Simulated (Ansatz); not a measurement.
# SiH2O (quintet): one geometry, many settings

What do other methods and options give for SiH2O (quintet) at this geometry, and how long do they take?

The runs use Ansatz 0.2.0, Gaussian basis; the settings change from run to run.

38 further runs of the same task are left out: 14 for a known fault of the program, 11 that didn't finish, 13 set aside as unsound or not needed.

## 1. The geometry

The geometry is a PBE0/def2-TZVP stationary point (not a proven minimum) of the parent state, kept for this charge and spin.

4 atoms, charge 0, spin multiplicity 5.

Atoms are counted from 1 here; the program's logs count them from 0.

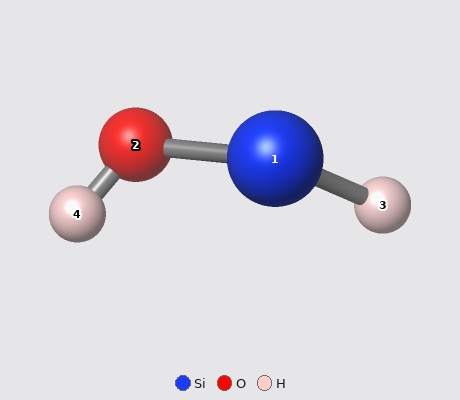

The structure; silicon blue, oxygen red, hydrogen pink; atoms are numbered from 1 in the order of the file.

## 2. MP2 on ROHF/cc-pVDZ

Contents of in.yaml:

```yaml
crystal:
  periodic: [false, false, false]
  atoms:
    - {symbol: Si, position_ang: [0.025157, -0.096377, 0.597723]}
    - {symbol: O, position_ang: [-0.094714, 0.094069, -1.040960]}
    - {symbol: H, position_ang: [0.079727, 1.161161, 1.408550]}
    - {symbol: H, position_ang: [0.722716, 0.031127, -1.540129]}
basis:
  gaussian: {orbitals: cc-pVDZ}
magnetization: {spin_polarized: false, initial_magnetization: 4}
correlation: {method: mp2, electrons: valence}
```

The run is started by

```bash
$ ansatz run in.yaml --threads 1 --pin off --events-out ev --progress --plain --max-ram 2393MiB
```

Output:

```text
Functional definition: HF
  name "HF"
  cite "Fock, Z. Phys. 61, 126 (1930) doi:10.1007/BF01340294"
  parent pbe
  exchange = exact_x
  correlation = 0
399 factors; integrals over basis functions are off by at most 1.3e-3 eV
mean field evaluation 1: about -9920.1366 eV, gradient 1.3e1 eV
mean field evaluation 2: about -9920.1925 eV, gradient 1.3e1 eV
mean field evaluation 4: about -9921.8823 eV, gradient 3.2e0 eV
mean field evaluation 8: about -9922.3541 eV, gradient 9.2e-1 eV
mean field evaluation 16: about -9922.4689 eV, gradient 4.3e-2 eV
mean field evaluation 32: about -9920.8712 eV, gradient 8.6e-1 eV
mean field -9922.46887224 eV, -364.6440053639 hartree, gradient 2.9e-6 eV, S^2 6.000000; 5 other end points of the search recorded, 0 dependent functions left out
mean field evaluation 64: about -9922.6224 eV, gradient 6.6e-2 eV
6 core orbitals not correlated: weight in the atoms' cores, before any rotation towards them, 1.000 or more for the frozen orbitals, at most 0.000 for the correlated occupied ones
reference -9922.46887224 eV, -364.6440053639 hartree; 8, 4 occupied and 28, 32 virtual orbitals, 399 factors
second order -5.89665205 eV of doubles, -0.10949095 eV of singles
Total energy: -9928.47501524 eV, -364.8647270481 hartree
```

It took 0.9 s on 1 thread of Arm Neoverse V1, shared host.

## 3. HF/def2-mTZVP

in.yaml: that of step 2 with these lines changed.

```diff
@@ -8,4 +8,6 @@
 basis:
-  gaussian: {orbitals: cc-pVDZ}
+  gaussian: {orbitals: def2-mTZVP}
 magnetization: {spin_polarized: false, initial_magnetization: 4}
-correlation: {method: mp2, electrons: valence}
+hamiltonian: {xc: hf}
+scf: {lower_state_search: full}
+output: {orbitals: {seedname: orbitals}}
```

Same command.

Output, cut to the lines that bear on the results:

```text
Functional definition: HF
  name "HF"
  cite "Fock, Z. Phys. 61, 126 (1930) doi:10.1007/BF01340294"
  parent pbe
[...]
465 factors; integrals over basis functions are off by at most 1.0e-3 eV
[...]
mean field -9923.66435500 eV, -364.6879385451 hartree, gradient 1.5e-5 eV, S^2 6.000000; 6 other end points of the search recorded, 0 dependent functions left out
reference -9923.66435500 eV, -364.6879385451 hartree; 14, 10 occupied and 38, 42 virtual orbitals, 465 factors
Total energy: -9923.66435500 eV, -364.6879385451 hartree
```

Run time: 1.7 s. Hardware: 1 thread of Arm Neoverse V1, shared host.

## 4. HF/cc-pVDZ

in.yaml: that of step 3 with these lines changed.

```diff
@@ -8,6 +8,6 @@
 basis:
-  gaussian: {orbitals: def2-mTZVP}
-magnetization: {spin_polarized: false, initial_magnetization: 4}
+  gaussian: {orbitals: cc-pVDZ, fitting: {mean_field: def2-universal-jkfit}}
+magnetization: {spin_polarized: true, initial_magnetization: 4}
 hamiltonian: {xc: hf}
-scf: {lower_state_search: full}
+accuracy: high
 output: {orbitals: {seedname: orbitals}}
```

The command is unchanged.

Output:

```text
Functional definition: HF
  name "HF"
  cite "Fock, Z. Phys. 61, 126 (1930) doi:10.1007/BF01340294"
  parent pbe
  exchange = exact_x
  correlation = 0
241 factors; integrals over basis functions are off by at most 3.6e-1 eV
mean field evaluation 1: about -9920.9773 eV, gradient 1.1e1 eV
mean field evaluation 2: about -9922.1707 eV, gradient 4.4e0 eV
mean field evaluation 4: about -9922.5212 eV, gradient 1.2e0 eV
mean field evaluation 8: about -9922.6025 eV, gradient 3.1e-1 eV
mean field evaluation 16: about -9922.1616 eV, gradient 1.2e0 eV
mean field evaluation 32: about -9921.9603 eV, gradient 6.0e0 eV
mean field evaluation 64: about -9921.0458 eV, gradient 3.2e-1 eV
mean field -9922.62159189 eV, -364.6496177074 hartree, gradient 1.9e-8 eV, S^2 6.006974; 0 other end points of the search recorded, 0 dependent functions left out
reference -9922.62159189 eV, -364.6496177074 hartree; 14, 10 occupied and 28, 32 virtual orbitals, 241 factors
Total energy: -9922.62159189 eV, -364.6496177074 hartree
```

Wall time 0.45 s (1 thread of Arm Neoverse V1, shared host).

From the report: ⟨S²⟩ of the determinant 6.007 (pure quintet: 6.00).

## 5. CCSD(T) on UHF/cc-pVDZ

in.yaml: that of step 4 with these lines changed.

```diff
@@ -8,6 +8,6 @@
 basis:
-  gaussian: {orbitals: cc-pVDZ, fitting: {mean_field: def2-universal-jkfit}}
+  gaussian: {orbitals: cc-pVDZ, point_charges: [{charge: -1.00, position_ang: [3.619, -0.387, 0.634]}]}
 magnetization: {spin_polarized: true, initial_magnetization: 4}
-hamiltonian: {xc: hf}
-accuracy: high
-output: {orbitals: {seedname: orbitals}}
+correlation: {method: ccsd_t, electrons: valence}
+scf: {lower_state_search: light}
+output: {forces: true}
```

Launched as before.

Output, cut to the lines that bear on the results:

```text
Functional definition: HF
  name "HF"
  cite "Fock, Z. Phys. 61, 126 (1930) doi:10.1007/BF01340294"
  parent pbe
[...]
399 factors; integrals over basis functions are off by at most 1.3e-3 eV
[...]
mean field -9922.61821059 eV, -364.6494934469 hartree, gradient 2.9e-6 eV, S^2 6.006953; 8 other end points of the search recorded, 0 dependent functions left out
determinant -9922.61821059 eV, -364.6494934469 hartree, with singles and doubles -9929.22296030 eV, -364.8922135220 hartree
determinant -9921.52077992 eV, -364.6091636138 hartree, with singles and doubles -9928.26654129 eV, -364.8570657715 hartree
6 core orbitals not correlated: weight in the atoms' cores, before any rotation towards them, 1.000 or more for the frozen orbitals, at most 0.000 for the correlated occupied ones
reference -9922.61821059 eV, -364.6494934469 hartree; 8, 4 occupied and 28, 32 virtual orbitals, 399 factors
second order -5.81712776 eV of doubles, -0.00000000 eV of singles
cycle   1  -6.60555910 eV  change   -8.1e-4 eV  update   5.5e-3
[...]
cycle  17  -6.61799672 eV  change    9.3e-7 eV  update   3.8e-7
perturbative correction -0.15263208 eV, -0.0056091253 hartree
[...]
Total energy: -9929.38883939 eV, -364.8983094661 hartree
Atom 0 at     0.025157    -0.096377     0.597723 Å, force     0.556079    -0.889514     8.506692 eV/Å
Atom 1 at    -0.094714     0.094069    -1.040960 Å, force    -4.436759     1.106039    -6.433591 eV/Å
Atom 2 at     0.079727     1.161161     1.408550 Å, force     0.025000     0.027732     0.160453 eV/Å
Atom 3 at     0.722716     0.031127    -1.540129 Å, force     3.881538    -0.240927    -2.154039 eV/Å
Dipole moment:     0.273434    -0.088763    -0.337256 e Å
```

Wall time 5.5 s (1 thread of Arm Neoverse V1, shared host).

From the report: ⟨S²⟩ of the determinant 6.007 (pure quintet: 6.00); correlation -6.7706 eV; T1 0.032; largest double amplitude 0.04.

## 6. BCCD on UHF/cc-pVDZ

Contents of in.yaml:

```yaml
crystal:
  periodic: [false, false, false]
  atoms:
    - {symbol: Si, position_ang: [0.025157, -0.096377, 0.597723]}
    - {symbol: O, position_ang: [-0.094714, 0.094069, -1.040960]}
    - {symbol: H, position_ang: [0.079727, 1.161161, 1.408550]}
    - {symbol: H, position_ang: [0.722716, 0.031127, -1.540129]}
basis:
  gaussian: {orbitals: cc-pVDZ}
magnetization: {spin_polarized: true, initial_magnetization: 4}
correlation: {method: bccd, electrons: outside_noble_gas}
accuracy: high
scf: {omitted_lower_state_checks: [cluster_reference]}
```

Same command.

Output, cut to the lines that bear on the results:

```text
Functional definition: HF
  name "HF"
  cite "Fock, Z. Phys. 61, 126 (1930) doi:10.1007/BF01340294"
  parent pbe
[...]
867 factors; integrals over basis functions are off by at most 3.6e-9 eV
[...]
mean field -9922.62256366 eV, -364.6496534195 hartree, gradient 1.8e-8 eV, S^2 6.006974; 5 other end points of the search recorded, 0 dependent functions left out
6 core orbitals not correlated: weight in the atoms' cores, before any rotation towards them, 1.000 or more for the frozen orbitals, at most 0.000 for the correlated occupied ones
reference -9922.62256366 eV, -364.6496534195 hartree; 8, 4 occupied and 28, 32 virtual orbitals, 867 factors
second order -5.83402734 eV of doubles, -0.00000000 eV of singles
cycle   1  -6.37183932 eV  change   -5.4e-1 eV  update   6.3e-2
[...]
cycle  33  -6.61789895 eV  change   3.9e-10 eV  update  9.1e-10
Total energy: -9929.24046261 eV, -364.8928567201 hartree
Checks for a lower state left out: cluster_reference
```

Run time: 3.7 s. Hardware: 1 thread of Arm Neoverse V1, shared host.

From the report: ⟨S²⟩ of the determinant 6.007 (pure quintet: 6.00); correlation -6.6179 eV; largest double amplitude 0.04.

## 7. CCSDT on ROHF/STO-3G

Contents of in.yaml:

```yaml
crystal:
  periodic: [false, false, false]
  atoms:
    - {symbol: Si, position_ang: [0.025157, -0.096377, 0.597723]}
    - {symbol: O, position_ang: [-0.094714, 0.094069, -1.040960]}
    - {symbol: H, position_ang: [0.079727, 1.161161, 1.408550]}
    - {symbol: H, position_ang: [0.722716, 0.031127, -1.540129]}
basis:
  gaussian: {orbitals: STO-3G}
magnetization: {spin_polarized: false, initial_magnetization: 4}
correlation: {method: ccsdt, electrons: all}
accuracy: high
output: {forces: true}
```

Same command.

Output, cut to the lines that bear on the results:

```text
Functional definition: HF
  name "HF"
  cite "Fock, Z. Phys. 61, 126 (1930) doi:10.1007/BF01340294"
  parent pbe
[...]
267 factors; integrals over basis functions are off by at most 2.3e-8 eV
[...]
mean field -9800.61923934 eV, -360.1661139474 hartree, gradient 1.9e-8 eV, S^2 6.000000; 5 other end points of the search recorded, 0 dependent functions left out
[...]
determinant -9800.61923934 eV, -360.1661139474 hartree, with singles and doubles -9802.14765263 eV, -360.2222820998 hartree
determinant -9799.26433092 eV, -360.1163219813 hartree, with singles and doubles -9800.81404152 eV, -360.1732727955 hartree
reference -9800.61923934 eV, -360.1661139474 hartree; 14, 10 occupied and 2, 6 virtual orbitals, 267 factors
second order -0.97110294 eV of doubles, -0.02629421 eV of singles
cycle   1  -1.30182608 eV  change   -3.0e-1 eV  update   5.1e-2
[...]
cycle  41  -1.55321300 eV  change   -2.5e-9 eV  update   2.1e-9
[...]
Total energy: -9802.17245234 eV, -360.2231934725 hartree
Atom 0 at     0.025157    -0.096377     0.597723 Å, force     0.496310     0.595620    13.025916 eV/Å
Atom 1 at    -0.094714     0.094069    -1.040960 Å, force    -9.306152     1.051362    -7.467989 eV/Å
Atom 2 at     0.079727     1.161161     1.408550 Å, force    -0.021549    -0.935498     1.035880 eV/Å
Atom 3 at     0.722716     0.031127    -1.540129 Å, force     8.831391    -0.711484    -6.593806 eV/Å
Dipole moment:     0.071064    -0.245893    -0.335516 e Å
```

It took 9 s on 1 thread of Arm Neoverse V1, shared host.

From the report: correlation -1.5532 eV; T1 0.011; largest double amplitude 0.06.

## 8. All runs side by side

Where basis and cores are those of an earlier UCCSDT(Q)/cc-pVDZ run (-9929.4602 eV), and the state is the same kind, the miss against it is given.

| level | correlated | functions | energy (eV) | from UCCSDT(Q) (meV) | time |
| --- | --- | --- | --- | --- | --- |
| MP2 on ROHF/cc-pVDZ | valence | 42 | -9928.4750 | 985.1 | 0.9 s |
| HF/def2-mTZVP |  | 52 | -9923.6644 |  | 1.7 s |
| HF/cc-pVDZ |  | 42 | -9922.6216 | 6838.6 | 0.45 s |
| CCSD(T) on UHF/cc-pVDZ (beside a point charge) | valence | 42 | -9929.3888 |  | 5.5 s |
| BCCD on UHF/cc-pVDZ | outside noble gas | 42 | -9929.2405 | 219.7 | 3.7 s |
| CCSDT on ROHF/STO-3G | all | 16 | -9802.1725 |  | 9 s |

## 9. What came out

| quantity | value |
| --- | --- |
| runs | 6 |
| quickest | HF/cc-pVDZ, 0.45 s |
| slowest | CCSDT on ROHF/STO-3G, 9 s |

**Reading.** Total energies in different bases, with other cores or another treatment of relativity can't be set against each other. CCSDT on ROHF/STO-3G took 20 times as long as HF/cc-pVDZ; the jobs differ in more than the method. Among the correlated runs with a miss given, it spans +220 to +985 meV. Hartree-Fock, CASSCF and CASCI lack dynamic correlation by design.
